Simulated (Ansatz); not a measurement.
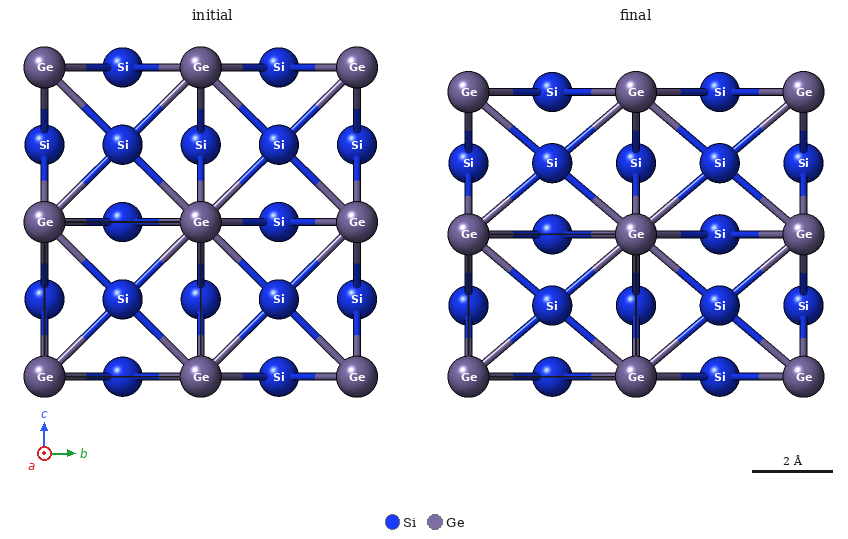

The structure of crystalline Si3Ge (a generated structure, set up in P4/mmm) (coarse preliminary run) before (left) and after (right) a relaxation, at one scale.

Style: ball-and-stick. Shown: the cell of the calculation, repeated 1 × 2 × 2 with one cell outlined, along the a axis.

Computed with Ansatz, DFT PBE, scalar-relativistic, plane waves, PAW. Set-up: plane-wave cutoff 420 eV; k-point mesh 4 × 4 × 4; occupations gaussian; smearing width 0.1 eV; no spin polarisation; cell and atoms relaxed; force threshold 0.04 eV/Å; at most 70 steps.

Question: Describe what moved and what it gained.

Answer: The atoms keep their places relative to the cell (all moves are under 0.005 Å). Cell: a = b 3.950 → 4.235 Å (+7.2 %), c 3.910 → 3.599 Å (−8.0 %). Volume +5.8 %. Some distances before and after: Ge–Si 2.793 → 2.995 Å. Bond angles that change, for instance: Ge–Si–Ge 89.4° → 80.7°, Ge–Si–Ge 90.6° → 99.3°. The space group stays P4/mmm (No. 123). Over 6 accepted moves (8 points after the start) the energy falls by 54.2 meV per atom. All forces vanish by symmetry, so only the cell relaxes. Pressure: 5.15 GPa at the start and −0.02 GPa at the end. The line search rejected the trial step at point 6 of the run. At 1 point the geometry stayed and the basis and grid were re-selected for the new cell (energy shift of 0.7 meV per atom at most each time). The run took 16 s on 1 thread of Arm Neoverse V1 (shared host), peak memory 0.31 GiB.

Limits of the set-up: the k-point mesh is coarse for a cell with partly filled bands.
